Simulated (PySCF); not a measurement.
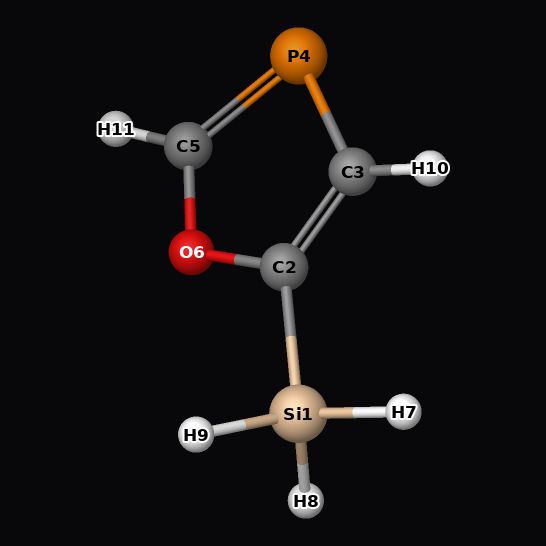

The geometry was computed by an optimisation with GFN2-xTB. No frequency run is at hand to confirm it as a minimum. Level of theory: delta-SCF UKS SCAN, pcX-2 on the ionised atom, pcseg-1 elsewhere, spin-free X2C (PySCF 2.14.0).

Give the core-electron binding energies (to vacuum; p and d levels without spin–orbit splitting) of Si1 1s, Si1 2p, C2 1s, C3 1s, P4 1s, P4 2p, C5 1s, O6 1s.

```json
{"atom": "Si1", "level": "1s", "binding energy (eV)": "1846.7"}
{"atom": "Si1", "level": "2p", "binding energy (eV)": "107.1"}
{"atom": "C2", "level": "1s", "binding energy (eV)": "291.5"}
{"atom": "C3", "level": "1s", "binding energy (eV)": "290.2"}
{"atom": "P4", "level": "1s", "binding energy (eV)": "2149.6"}
{"atom": "P4", "level": "2p", "binding energy (eV)": "136.4"}
{"atom": "C5", "level": "1s", "binding energy (eV)": "291.5"}
{"atom": "O6", "level": "1s", "binding energy (eV)": "540.2"}
```

The geometry is semi-empirical. Around P, Si such bond lengths and angles can be off by a tenth of an ångström or more and by several degrees, and values that hang on the shape move with them.
